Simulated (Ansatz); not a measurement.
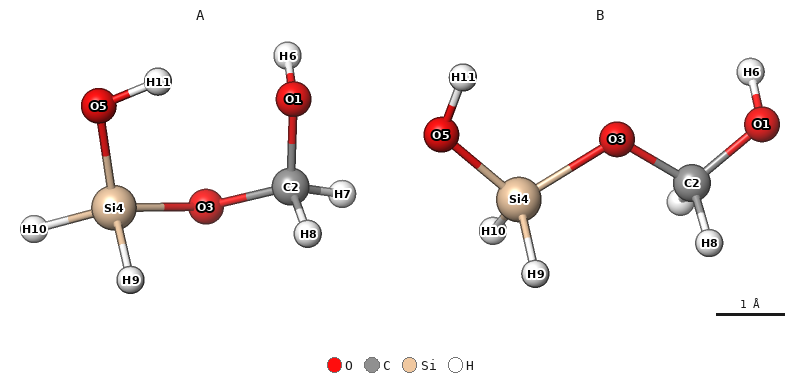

Two geometries of CH6O3Si (coarse preliminary run), drawn at one scale. One is the start of a relaxation, the other its converged end. The picture is a ball-and-stick view, seen at a tilt.

Computed with RKS PBE-D4/def2-SVP in Ansatz 0.2.0. Set-up: force threshold 0.03 eV/Å; at most 200 steps.

> Which of the two is the end point?

Structure A is the relaxed one. The start comes from a force field. The largest move after the best rigid fit is that of O3, 1.45 Å. By element the largest moves are O 1.45 Å, H 1.43 Å, Si 0.29 Å, C 0.06 Å. Some distances before and after: Si4–H9 1.402 → 1.508 Å, Si4–O5 1.594 → 1.673 Å, O1–C2 1.355 → 1.419 Å, C2–H7 1.074 → 1.114 Å. Among the angles between lasting bonds that change: Si4–O5–H11 115.2° → 108.8°, O1–C2–O3 106.8° → 112.7°, O3–C2–H7 110.6° → 107.2°. Groups turn about O3–Si4 by about 120°, C2–O3 by about 110°, Si4–O5 by about 25°. Over 24 accepted moves (25 points after the start) the energy falls by 0.705 eV. The largest force component goes from 3.6 to 0.027 eV/Å. The line search rejected the trial step at point 4 of the run. The forces were under the threshold at step 23, but the run went on from there.
